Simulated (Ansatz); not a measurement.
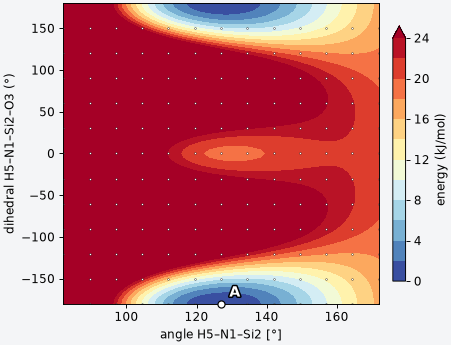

H₅NOSi₂, SMILES N=[SiH]O[SiH3]. Coordinates scanned: (1) angle H5–N1–Si2; (2) dihedral H5–N1–Si2–O3. Nothing is relaxed (all other coordinates rigid). The scan uses a 13 × 12 grid. Points are written as (first, second). All energies are given in kJ/mol relative to the lowest grid point. The dihedral twists a double bond; near 90° a spin-restricted reference is unreliable. Method: RKS SPW92 (LDA)/def2-TZVP (Ansatz 0.2.0).

Drawn: filled contours, dots at the grid points, one colour for all values above the top of the scale, the well A. Between grid points the surface is interpolated.

### Where is the minimum, and how stiff is the well along each coordinate? Take the well at A.

The interpolated minimum is at angle H5–N1–Si2 ≈ 127.0°, dihedral H5–N1–Si2–O3 ≈ −180°. The curvatures there are about 1.2 eV/rad² and 0.68 eV/rad², with a cross term of about 0 eV/rad². Round the minimum the two coordinates are nearly uncoupled. (1 eV is 96.5 kJ/mol.)
